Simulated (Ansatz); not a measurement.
BH3O2Si2

Input file:

```
basis:
  gaussian:
    orbitals: def2-TZVPD
crystal:
  periodic: [false, false, false]
  atoms:
    - {symbol: B, position_ang: [0.348914, -2.030148, -0.351617]}
    - {symbol: O, position_ang: [-0.839858, -1.654295, -0.903562]}
    - {symbol: O, position_ang: [-0.399295, 0.484344, 0.477926]}
    - {symbol: Si, position_ang: [-1.566660, -0.102207, -0.557849]}
    - {symbol: Si, position_ang: [0.972917, -0.489310, 0.836189]}
    - {symbol: H, position_ang: [0.810294, -3.115083, -0.622571]}
    - {symbol: H, position_ang: [1.028981, -0.715777, 2.312013]}
    - {symbol: H, position_ang: [2.206307, 0.253271, 0.436425]}
total_charge: 0
output: {forces: true, orbitals: {seedname: orbitals}}
hamiltonian:
  xc: {name: PBE0}
```

Launched as:

```sh
ansatz run input.yaml --threads 1 --pin off --max-ram 2610MiB --events-out events.jsonl --progress --plain --runs-dir runs
```

Geometry: r2SCAN-D4/def2-SVP.

Level of theory: isolated molecule in a Gaussian basis; Kohn-Sham density functional theory, functional PBE0 (Ansatz 0.2.0).

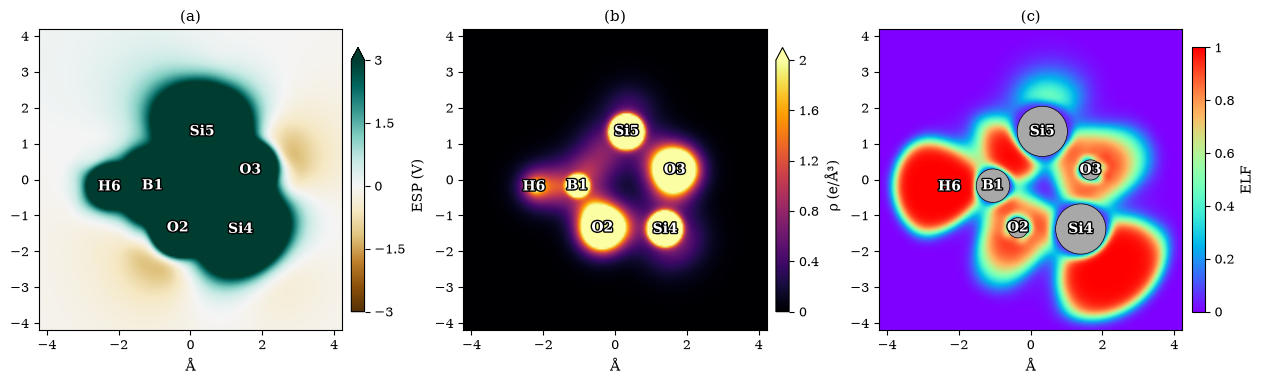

Figure 1. (a) electrostatic potential; (b) electron density; (c) ELF on the plane of atoms O2, B1 and Si5. Grey discs cover the atomic cores in the ELF map.

Describe what can be read from this map.

The plane passes through B, O, Si and H nuclei.
B–O (1.36 Å): ρ at the midpoint is about 2.1 e/Å³; the ELF peaks at about 0.90 between the atoms (a short, strongly polar bond).
Si–O (1.67 Å): ρ at the midpoint is about 1.1 e/Å³; the ELF peaks at about 0.85 between the atoms (a polar covalent bond).
Si–B (2.04 Å): ρ is about 0.79 e/Å³ halfway; the ELF peaks at about 1 between the atoms; a shared electron pair.
B–H (1.21 Å): the density is about 1.3 e/Å³ at the midpoint; the ELF climbs to about 1 towards the hydrogen, as it does in any bond to H (an ordinary covalent bond to hydrogen).
Si–O (1.72 Å): the density is about 1 e/Å³ at the midpoint; the ELF peaks at about 0.85 between the atoms, as expected for a polar covalent bond.
The ELF also peaks beside Si4, O2 and O3, away from the bonds: lone-pair regions.
Outside the dense part of the molecule the potential is most negative (−1.2 V) near O3.

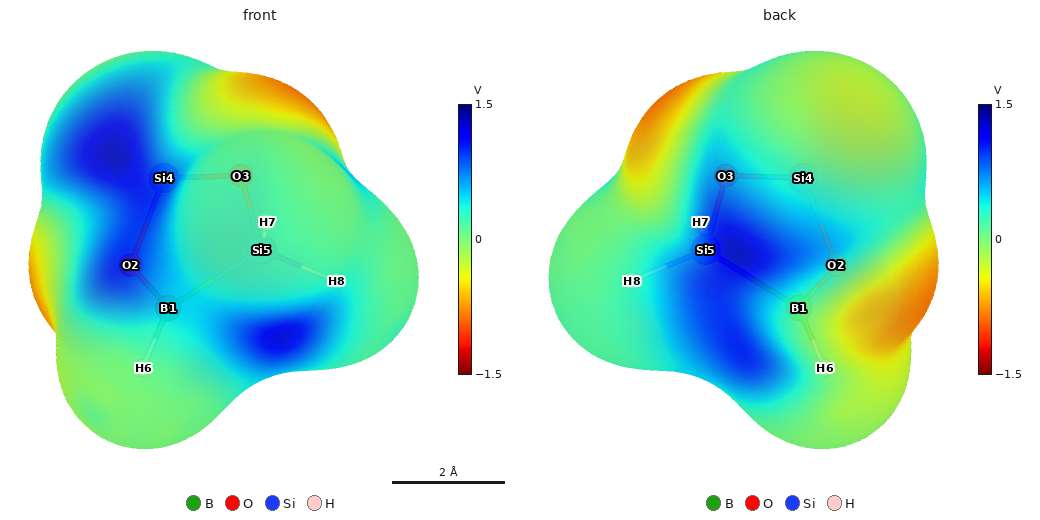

Figure 2. The molecular electrostatic potential painted on the density surface at 0.001 e/bohr³, seen from the front and from behind; the colour scale runs from red (negative) to blue (positive).

Where is the surface potential most negative and most positive?

The most negative region (about −0.8 V) lies over O2 and O3, the most positive (about +1.2 V) over Si4 and Si5.

What dipole moment does the calculation give?

Its dipole moment is 0.57 D.

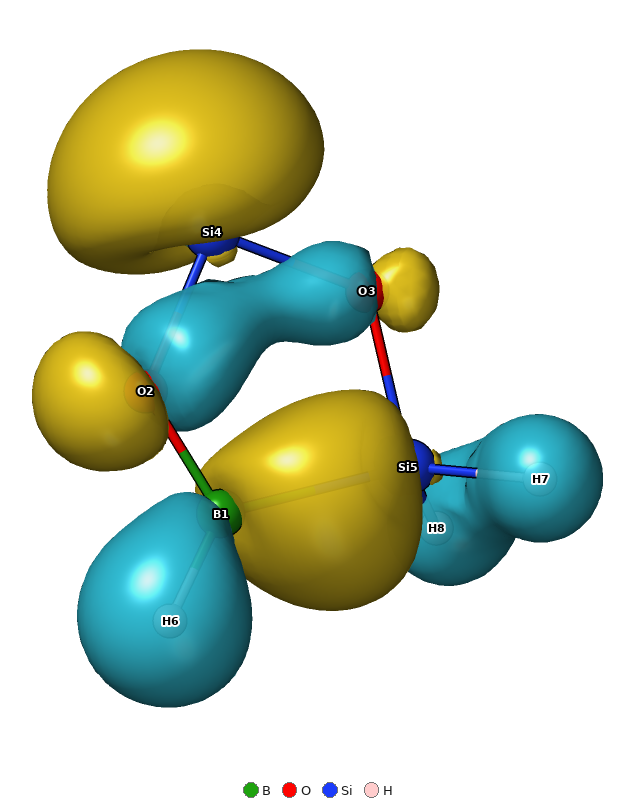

Figure 3. The HOMO at ±0.1 Å⁻³ᐟ² (yellow and cyan are the two phases), seen at a tilt.

Where does this orbital lie, and at what energy?

Its weight (Hirshfeld) is mainly on Si4 (about 35 %), Si5 (about 15 %), B1 (about 15 %), O2 (about 15 %) and H6 (about 10 %). Its energy is −7.59 eV.

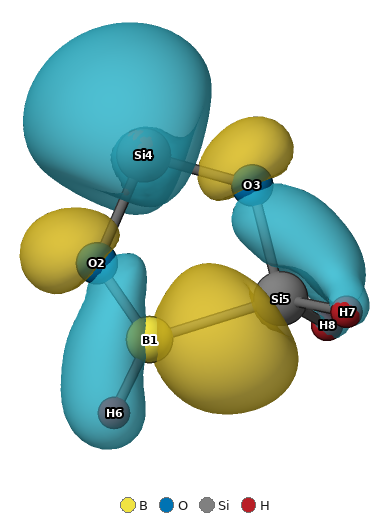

Figure 4. The HOMO−1 at ±0.08 Å⁻³ᐟ² (yellow and cyan are the two phases), seen at a tilt.

Describe this orbital and give its energy.

It lies mainly on Si4 (about 50 %), Si5 (about 15 %), B1 (about 15 %), O2 (about 10 %) and O3 (about 10 %). Its energy is −8.03 eV.
